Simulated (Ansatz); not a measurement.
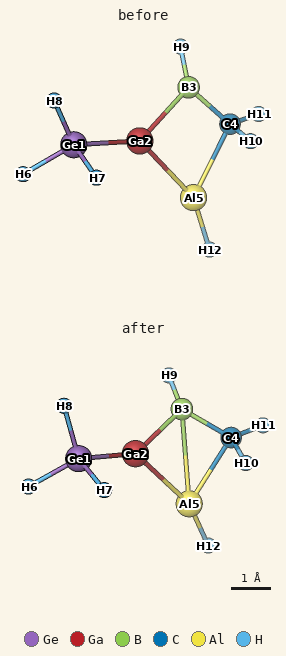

The structure of CH₇AlBGaGe before (top) and after (bottom) a relaxation, at one scale.

A ball-and-stick model, seen from a free direction.

The start comes from GFN2-xTB.

Computed with RKS PBE0-D4/def2-TZVP in Ansatz 0.2.0.

The input:
```yaml
crystal:
  periodic: [false, false, false]
  atoms:
    - {symbol: Ge, position_ang: [-3.040930, -0.146860, -0.067080]}
    - {symbol: Ga, position_ang: [-0.477400, 0.108180, 0.147660]}
    - {symbol: B, position_ang: [1.347840, -0.701450, 1.188510]}
    - {symbol: C, position_ang: [2.410120, -0.299950, 0.196760]}
    - {symbol: Al, position_ang: [1.537670, 1.357900, -0.829390]}
    - {symbol: H, position_ang: [-3.975550, 1.060400, 0.049660]}
    - {symbol: H, position_ang: [-3.374230, -0.501610, -1.526450]}
    - {symbol: H, position_ang: [-3.945000, -1.185160, 0.598280]}
    - {symbol: H, position_ang: [1.533170, -1.054190, 2.289900]}
    - {symbol: H, position_ang: [2.220360, -0.757590, -0.805470]}
    - {symbol: H, position_ang: [3.472720, -0.390460, 0.409060]}
    - {symbol: H, position_ang: [2.291230, 2.510790, -1.651430]}
basis:
  gaussian: {orbitals: def2-TZVP}
hamiltonian: {xc: pbe0, dispersion: d4}
relax: {f_tol: 0.005, max_steps: 150}
```

Run as
```bash
ansatz run in.yaml --threads 2 --pin off --events-out ev --progress --plain --max-ram 22528MiB --backend cuda --devices 0, --max-vram 18GiB
```

Describe what moved and what it gained.

Answer. H9 moves most after the best rigid fit: 0.58 Å. Largest moves by element: H 0.58 Å, B 0.29 Å, C 0.26 Å, Al 0.21 Å, Ge 0.14 Å, Ga 0.13 Å. Among the contacts that change: B3–Al5 2.889 → 2.491 Å, Ge1–Ga2 2.585 → 2.428 Å, Ga2–B3 2.252 → 2.106 Å, C4–Al5 2.136 → 2.042 Å. Among the angles between lasting bonds that change: B3–C4–Al5 103.6° → 88.2°, Ga2–Ge1–H8 128.1° → 113.7°, Ga2–Ge1–H6 121.4° → 109.8°. Groups turn about Ga2–Al5 by about 20°, Ga2–B3 by about 20°. Over 11 accepted moves (12 points after the start) the energy falls by 61.9 kJ/mol. Largest force component: 1.1 eV/Å at the start, 0.0031 eV/Å at the end. The line search rejected the trial step at point 5 of the run.
